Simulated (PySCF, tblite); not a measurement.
# C7H9ClOSi: geometry, infrared bands and NMR shifts

Wanted: the infrared bands and NMR shifts of C7H9ClOSi (`[SiH3]OC1=CCC=C/C1=C\Cl`), by calculation.

Programs: tblite 0.8.0 and PySCF 2.14.0, with density-fitted response routines of our own. Each step states its level of theory. These are calculated values for one molecule in the gas phase, unless marked as measured. Atoms count from 0, in the outputs and in this text.

## Step 1: The starting structure

19 atoms, charge 0, multiplicity 1; geometry from: force field or distance geometry start.

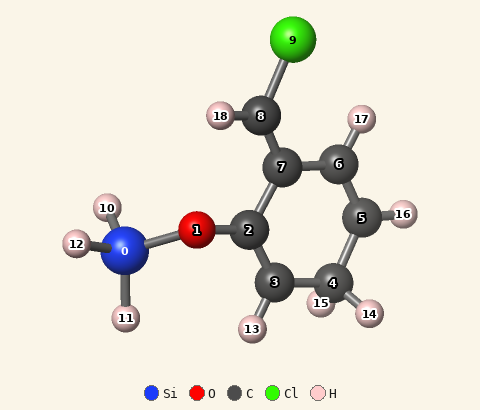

The starting geometry (silicon blue, oxygen red, carbon dark grey, chlorine green, hydrogen pink), atoms numbered.

## Step 2: Geometry optimisation with GFN2-xTB

The job: settings as JSON, then the geometry in Å.

```
{"job": {"kind": "relax", "xc": "GFN2-xTB", "basis": "xTB"}, "charge": 0, "multiplicity": 1}
Si     3.007000    -0.051900    -0.026600
O      1.612000     0.055800    -0.965400
C      0.382500    -0.182800    -0.389000
C     -0.013000    -1.375300     0.066800
C     -1.376700    -1.656000     0.657400
C     -2.279100    -0.450600     0.664100
C     -1.914700     0.747900     0.166500
C     -0.588000     0.942600    -0.429600
C     -0.246800     2.102300    -1.009200
Cl    -1.231900     3.511200    -1.146100
H      2.911400     0.896200     1.113300
H      3.173100    -1.437100     0.485200
H      4.169800     0.312000    -0.846200
H      0.672800    -2.228800     0.040600
H     -1.859300    -2.439800     0.069800
H     -1.260500    -2.019900     1.688200
H     -3.260000    -0.570200     1.106800
H     -2.618400     1.566300     0.213000
H      0.710000     2.287300    -1.467100
```

The run is started by

```console
$ OMP_NUM_THREADS=1 python probes_run.py task.json out
```

This one command runs all jobs of the session in turn.

**Question.** This job is followed by: GFN2-xTB harmonic vibrations, gas phase; GIAO PBE0/pcSseg-1 NMR shielding, non-relativistic, gas phase. Predict these results of the whole session: strongest single infrared mode (GFN2-xTB); zero-point energy (GFN2-xTB); ¹³C shifts against TMS (PBE0/pcSseg-1); ¹H shifts against TMS (PBE0/pcSseg-1, means over atoms taken as alike); ²⁹Si shifts against TMS (PBE0/pcSseg-1); ¹⁷O shifts against H2O (PBE0/pcSseg-1); ³⁵Cl shifts against HCl (PBE0/pcSseg-1); surface potential, least and greatest.

As calculated:

| quantity | value |
| --- | --- |
| strongest single infrared mode (GFN2-xTB) | 833 cm⁻¹, 354 km/mol |
| zero-point energy (GFN2-xTB) | 83.4 kcal/mol |
| ¹³C shifts against TMS (PBE0/pcSseg-1) | 154.9, 136.0, 135.0, 129.7, 126.0, 110.4, 34.1 ppm |
| ¹H shifts against TMS (PBE0/pcSseg-1, means over atoms taken as alike) | 7.10, 6.39, 6.25, 5.36, 5.06, 3.37 ppm |
| ²⁹Si shifts against TMS (PBE0/pcSseg-1) | -42.1 ppm |
| ¹⁷O shifts against H2O (PBE0/pcSseg-1) | 71.0 ppm |
| ³⁵Cl shifts against HCl (PBE0/pcSseg-1) | 163 ppm |
| surface potential, least and greatest | -0.73 V and 1.30 V |

In words: Over 86 steps the energy fell by 0.261 eV; of the close pairs, Si0–O1 changed most, 1.685 to 1.623 Å. The lowest mode is imaginary (40i cm⁻¹), so the xTB geometry is not a minimum. The strongest single mode, at 833 cm⁻¹, moves mainly H10 and H11. Unscaled tight-binding wavenumbers are off by several per cent, some by more. Its intensities can rank the bands wrongly. At PBE0/pcSseg-1: The largest span, 353 ppm, is at Cl9, where the paramagnetic term is -359 ppm. By nearest atom (PBE0/pcSseg-1), the HOMO sits on C8 22 %; C3 16 % and the LUMO on C8 26 %; C5, C7 about 14 % each.
